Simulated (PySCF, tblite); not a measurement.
# C5H6F2: a rotation path, then NMR shifts on frames

How do NMR shifts of C5H6F2 (`C=C=CCC(F)F`) change as the atoms move?

Computed with tblite 0.8.0 and PySCF 2.14.0, with density-fitted response routines of our own, on a single molecule in the gas phase. Atoms count from 0, in the outputs and in this text.

### Step 1. Starting geometry

13 atoms, charge 0, multiplicity 1; geometry from: GFN2-xTB.

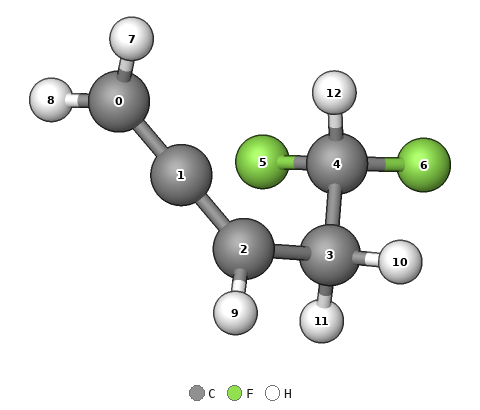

The starting geometry (carbon grey, fluorine green, hydrogen white), atoms numbered.

### Step 2. A band between two rotamers with GFN2-xTB

What the job is given:

```
{"job": {"kind": "neb", "xc": "GFN2-xTB", "basis": "xTB", "atoms": [2, 3, 4, 5], "turn": 120}, "charge": 0, "multiplicity": 1}
C      2.337379     0.405313    -0.146297
C      1.306488    -0.371264    -0.067028
C      0.273864    -1.152205     0.013291
C     -1.156441    -0.688573     0.065516
C     -1.276216     0.823421     0.006236
F     -0.860963     1.397296     1.161028
F     -2.575028     1.191253    -0.145682
H      2.754122     0.703455    -1.095278
H      2.828834     0.783326     0.735468
H      0.407812    -2.225061     0.058561
H     -1.716638    -1.104102    -0.776602
H     -1.626872    -1.037166     0.989541
H     -0.700730     1.274793    -0.816482
```

Method: GFN2-xTB climbing-image nudged elastic band, gas phase.

Launch:

```
$ OMP_NUM_THREADS=1 python probes_run.py task.json out
```

The driver reads the jobs from task.json and runs them one after another.

What it wrote:

```text
image   E - E0 / eV
  0      -0.0000
  1       0.0205
  2       0.0834
  3       0.1668
  4       0.2243
  5       0.2133
  6       0.1518
  7       0.0870
  8       0.0581
```

Run time: 2.7 s. Hardware: 1 thread of INTEL XEON PLATINUM 8581C at 2.10GHz, shared host; peak memory 0.18 GiB.

The final band, with the dihedral C2–C3–C4–F5:

| image | dihedral (°) | energy (eV) | energy (kcal/mol) |
| --- | --- | --- | --- |
| 0 | -72 | 0.000 | 0.0 |
| 1 | -57 | 0.020 | 0.5 |
| 2 | -42 | 0.083 | 1.9 |
| 3 | -25 | 0.167 | 3.8 |
| 4 | -5 | 0.224 | 5.2 |
| 5 | 12 | 0.213 | 4.9 |
| 6 | 30 | 0.152 | 3.5 |
| 7 | 45 | 0.087 | 2.0 |
| 8 | 60 | 0.058 | 1.3 |

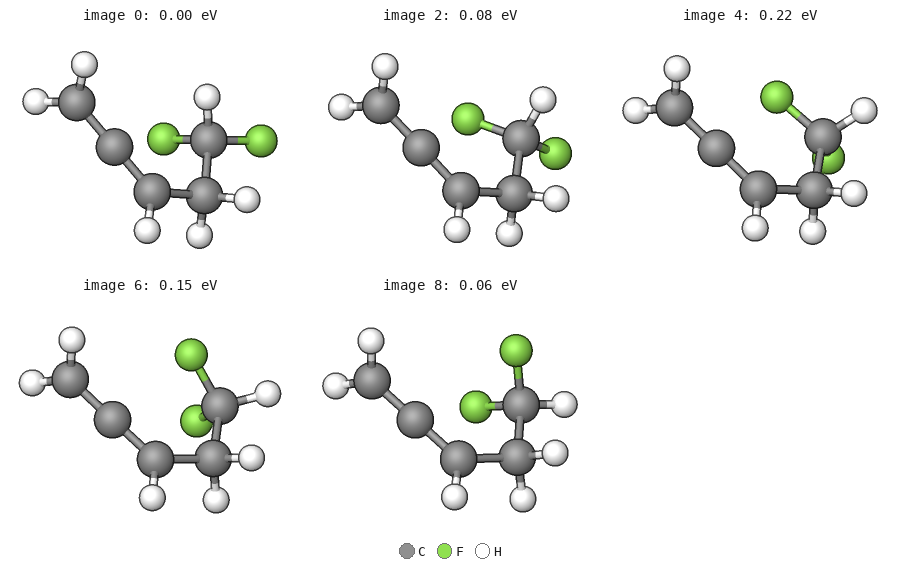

Images along the band.

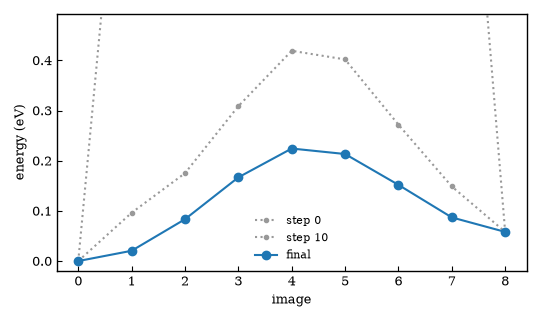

Energy along the band, early and final.

### Step 3. Nuclear shieldings: image 0, PBE0/pcSseg-1

What the job is given:

```
{"job": {"kind": "nmr", "xc": "PBE0", "basis": "pcSseg-1", "pop": false}, "charge": 0, "multiplicity": 1}
C      2.337400     0.405300    -0.146300
C      1.306500    -0.371300    -0.067000
C      0.273900    -1.152200     0.013300
C     -1.156400    -0.688600     0.065500
C     -1.276200     0.823400     0.006200
F     -0.861000     1.397300     1.161000
F     -2.575000     1.191300    -0.145700
H      2.754100     0.703500    -1.095300
H      2.828800     0.783300     0.735500
H      0.407800    -2.225100     0.058600
H     -1.716600    -1.104100    -0.776600
H     -1.626900    -1.037200     0.989500
H     -0.700700     1.274800    -0.816500
```

With the program's defaults for keys left out, this is: GIAO PBE0/pcSseg-1 NMR shielding, non-relativistic, gas phase.

What it wrote:

```text
coarse grid: 11328 points
cycle   1  E = -393.1619156602  dE =  9.435e-01  |g| = 6.879e-01  |ddm| = 3.381e+00
cycle   2  E = -393.1057383847  dE =  5.618e-02  |g| = 9.471e-01  |ddm| = 9.339e-01
cycle   3  E = -393.2454307147  dE = -1.397e-01  |g| = 7.311e-02  |ddm| = 5.450e-01
cycle   4  E = -393.2464078856  dE = -9.772e-04  |g| = 3.042e-02  |ddm| = 8.003e-02
cycle   5  E = -393.2466057214  dE = -1.978e-04  |g| = 1.124e-02  |ddm| = 3.155e-02
cycle   6  E = -393.2466375240  dE = -3.180e-05  |g| = 2.872e-03  |ddm| = 1.078e-02
cycle   7  E = -393.2466396057  dE = -2.082e-06  |g| = 4.136e-04  |ddm| = 2.370e-03
final grid: 111480 points
cycle   8  E = -393.3023906629  dE = -3.901e-05  |g| = 7.372e-03  |ddm| = 3.163e-02
cycle   9  E = -393.3023862231  dE =  4.440e-06  |g| = 9.251e-03  |ddm| = 1.219e-02
cycle  10  E = -393.3024030897  dE = -1.687e-05  |g| = 1.156e-03  |ddm| = 6.377e-03
cycle  11  E = -393.3024033281  dE = -2.384e-07  |g| = 2.306e-04  |ddm| = 9.099e-04
cycle  12  E = -393.3024033363  dE = -8.231e-09  |g| = 1.322e-04  |ddm| = 2.530e-04
cycle  13  E = -393.3024033408  dE = -4.513e-09  |g| = 2.019e-05  |ddm| = 1.146e-04
cycle  14  E = -393.3024033409  dE = -9.265e-11  |g| = 4.816e-06  |ddm| = 1.978e-05
converged SCF energy = -393.3024033409

GIAO shielding tensors (ppm)
atom      isotropic    diamagn.    paramagn.     s11        s22        s33       span
  0 C      104.371     261.683    -157.312     12.574    129.131    171.408    158.834
  1 C      -32.488     263.892    -296.380    -59.845    -43.731      6.112     65.957
  2 C       97.685     258.754    -161.070     15.066    117.052    160.936    145.870
  3 C      150.480     250.943    -100.463    139.254    147.572    164.613     25.359
  4 C       64.242     241.771    -177.529     44.112     66.013     82.601     38.489
  5 F      308.291     474.768    -166.478    218.300    333.567    373.005    154.705
  6 F      310.526     469.752    -159.226    197.466    335.377    398.733    201.267
  7 H       26.598      29.925      -3.327     24.806     24.908     30.080      5.273
  8 H       26.514      29.997      -3.484     24.654     24.904     29.983      5.328
  9 H       26.371      29.754      -3.383     23.065     27.155     28.894      5.828
 10 H       29.315      29.954      -0.639     24.914     28.607     34.425      9.512
 11 H       29.128      29.525      -0.397     25.894     28.045     33.445      7.550
 12 H       25.381      30.161      -4.779     22.515     25.999     27.629      5.114
```

It took 12 s on 1 thread of INTEL XEON PLATINUM 8581C at 2.10GHz, shared host; peak memory 0.71 GiB.

The references, computed at this level on geometries of the same kind, shield at (ppm): 1H TMS 31.72, 13C TMS 186.9, 19F CFCl3 170.9. Their shielding less the atom's gives the shift. The references are single molecules in the gas phase, so shifts against H2O, NH3, PH3, H3PO4 or CFCl3 are not on the usual liquid scales and can be off by tens of ppm. Each atom is listed at this fixed geometry, with no averaging over motion; a spectrum would average atoms that exchange fast.

| atoms | environment | σ (ppm) | δ (ppm) |
| --- | --- | --- | --- |
| C1 | central carbon of an allene | -32.5 | 219.4 |
| C4 | sp3 CH bonded to 2 F | 64.2 | 122.7 |
| C2 | terminal carbon of a cumulated C=C=C unit | 97.7 | 89.2 |
| C0 | terminal carbon of a cumulated C=C=C unit | 104.4 | 82.6 |
| C3 | allylic sp3 CH2 | 150.5 | 36.4 |
| H12 | hydrogen on an sp3 CH bonded to 2 F | 25.38 | 6.34 |
| H9 | hydrogen on a terminal carbon of a cumulated C=C=C unit | 26.37 | 5.35 |
| H8 | hydrogen on a terminal carbon of a cumulated C=C=C unit | 26.51 | 5.20 |
| H7 | hydrogen on a terminal carbon of a cumulated C=C=C unit | 26.60 | 5.12 |
| H11 | hydrogen on an allylic sp3 CH2 | 29.13 | 2.59 |
| H10 | hydrogen on an allylic sp3 CH2 | 29.32 | 2.40 |
| F5 | fluorine of a CF2 group | 308.3 | -137.3 |
| F6 | fluorine of a CF2 group | 310.5 | -139.6 |

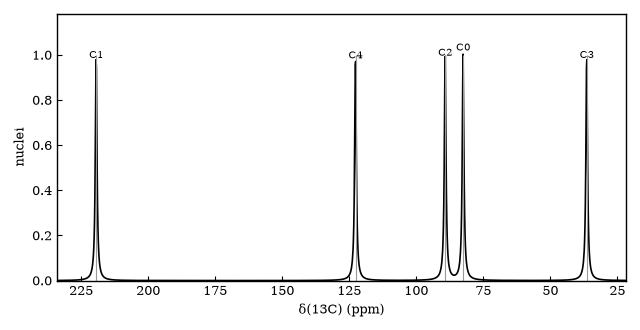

13C lines at the computed shifts, without couplings. Lines are broadened to a width of 0.73 ppm (Lorentzian).

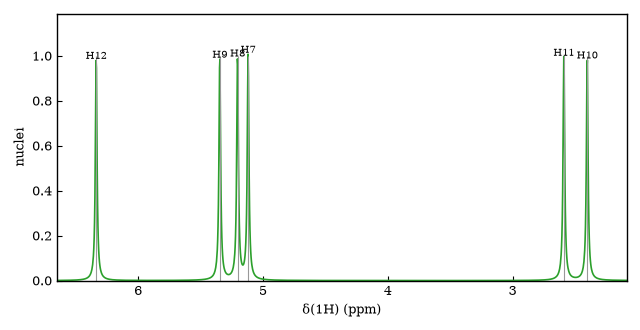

1H lines at the computed shifts, without couplings. Lines are broadened to a width of 0.02 ppm (Lorentzian).

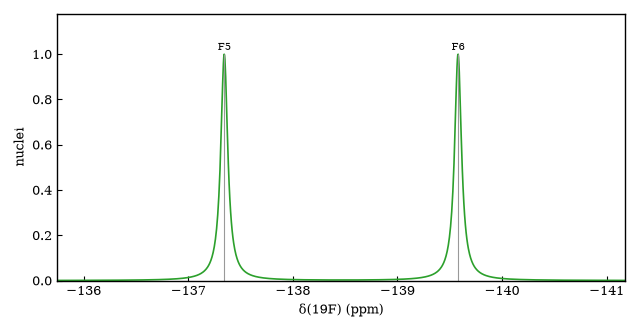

19F lines at the computed shifts, without couplings. Lines are broadened to a width of 0.08 ppm (Lorentzian).

### Step 4. Shielding tensors: image 2, PBE0/pcSseg-1

What the job is given:

```
{"job": {"kind": "nmr", "xc": "PBE0", "basis": "pcSseg-1", "pop": false}, "charge": 0, "multiplicity": 1}
C      2.370400     0.388200    -0.018700
C      1.330400    -0.379400    -0.027700
C      0.284300    -1.145500    -0.012100
C     -1.148600    -0.681400     0.004400
C     -1.325300     0.829700    -0.072800
F     -0.448000     1.505600     0.703600
F     -2.556300     1.167700     0.397000
H      2.851600     0.713500    -0.926400
H      2.792400     0.744400     0.907100
H      0.400400    -2.221400     0.026800
H     -1.691500    -1.126200    -0.834400
H     -1.621100    -1.027600     0.929000
H     -1.242900     1.232900    -1.093600
```

With the program's defaults for keys left out, this is: GIAO PBE0/pcSseg-1 NMR shielding, non-relativistic, gas phase.

What it wrote:

```text
coarse grid: 11328 points
cycle   1  E = -393.1552526260  dE =  9.459e-01  |g| = 6.939e-01  |ddm| = 3.389e+00
cycle   2  E = -393.0956298302  dE =  5.962e-02  |g| = 9.613e-01  |ddm| = 9.821e-01
cycle   3  E = -393.2408502693  dE = -1.452e-01  |g| = 7.579e-02  |ddm| = 5.756e-01
cycle   4  E = -393.2418994371  dE = -1.049e-03  |g| = 3.165e-02  |ddm| = 8.174e-02
cycle   5  E = -393.2421112253  dE = -2.118e-04  |g| = 1.197e-02  |ddm| = 3.314e-02
cycle   6  E = -393.2421474681  dE = -3.624e-05  |g| = 2.826e-03  |ddm| = 1.167e-02
cycle   7  E = -393.2421494570  dE = -1.989e-06  |g| = 4.097e-04  |ddm| = 2.361e-03
final grid: 111480 points
cycle   8  E = -393.2981328876  dE = -3.709e-05  |g| = 7.008e-03  |ddm| = 3.078e-02
cycle   9  E = -393.2981293015  dE =  3.586e-06  |g| = 8.647e-03  |ddm| = 1.158e-02
cycle  10  E = -393.2981443803  dE = -1.508e-05  |g| = 1.145e-03  |ddm| = 5.975e-03
cycle  11  E = -393.2981446088  dE = -2.285e-07  |g| = 2.291e-04  |ddm| = 9.323e-04
cycle  12  E = -393.2981446170  dE = -8.229e-09  |g| = 1.276e-04  |ddm| = 2.585e-04
cycle  13  E = -393.2981446212  dE = -4.170e-09  |g| = 2.153e-05  |ddm| = 1.130e-04
cycle  14  E = -393.2981446213  dE = -1.074e-10  |g| = 4.186e-06  |ddm| = 2.101e-05
converged SCF energy = -393.2981446213

GIAO shielding tensors (ppm)
atom      isotropic    diamagn.    paramagn.     s11        s22        s33       span
  0 C      104.747     262.067    -157.319     12.947    129.667    171.626    158.679
  1 C      -34.092     263.327    -297.419    -62.298    -45.505      5.526     67.824
  2 C       99.900     258.748    -158.847     18.459    120.785    160.456    141.997
  3 C      149.559     251.338    -101.779    134.939    147.844    165.894     30.956
  4 C       65.285     238.558    -173.273     42.853     65.823     87.178     44.325
  5 F      307.831     476.820    -168.989    206.408    318.885    398.199    191.791
  6 F      300.570     470.161    -169.591    198.879    337.045    365.788    166.909
  7 H       26.676      30.051      -3.374     24.837     25.029     30.162      5.325
  8 H       26.586      30.327      -3.741     24.644     25.062     30.052      5.408
  9 H       26.542      29.735      -3.193     23.105     27.337     29.184      6.080
 10 H       29.250      29.830      -0.580     25.366     28.165     34.218      8.852
 11 H       29.053      29.902      -0.849     25.265     28.421     33.472      8.207
 12 H       25.413      28.824      -3.410     23.105     24.599     28.536      5.431
```

Run time: 12 s. Hardware: 1 thread of INTEL XEON PLATINUM 8581C at 2.10GHz, shared host; peak memory 0.73 GiB.

This run: δ C1 221.0, C4 121.6, C2 87.0, C0 82.2, H12 6.30, H9 5.17 ppm.

[end of part 1 of 2]
